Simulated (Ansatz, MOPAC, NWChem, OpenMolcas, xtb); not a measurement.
SiH2O (SMILES O=[SiH2]): methods side by side

SiH2O, singlet, SMILES `O=[SiH2]`. Each level relaxes the structure for itself.

Quantity: the highest harmonic wavenumber at each level's own minimum, in cm⁻¹. The values are calculated.

```
                          level            kind     program  value (cm⁻¹)
                            AM1  semi-empirical       MOPAC          2267
                            PM6  semi-empirical       MOPAC          2164
                       PM6-D3H4  semi-empirical       MOPAC          2162
                       GFN2-xTB  semi-empirical         xtb          2357
                       HF/3-21G    Hartree–Fock  OpenMolcas          2367
HF/6-31G* (Cartesian functions)    Hartree–Fock  OpenMolcas          2433
                     HF/cc-pVTZ    Hartree–Fock  OpenMolcas          2358
          B3LYP-D3(BJ)/6-311G**   global hybrid      NWChem          2241
                 B3LYP/def2-SVP   global hybrid      NWChem          2237
              PBE0-D4/def2-TZVP   global hybrid      Ansatz          2238
```

Harmonic and unscaled. The values span 2162 to 2433 cm⁻¹.

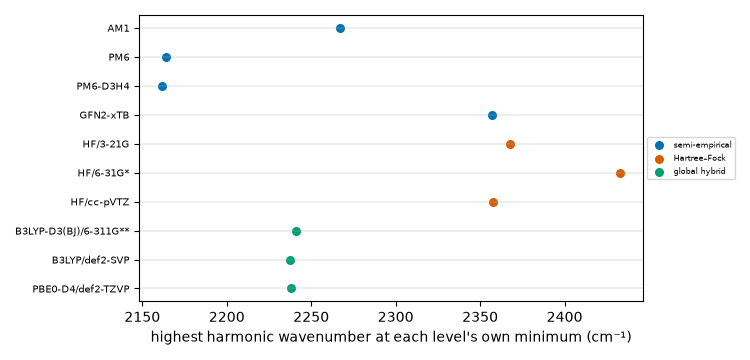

The values of the table, level by level.
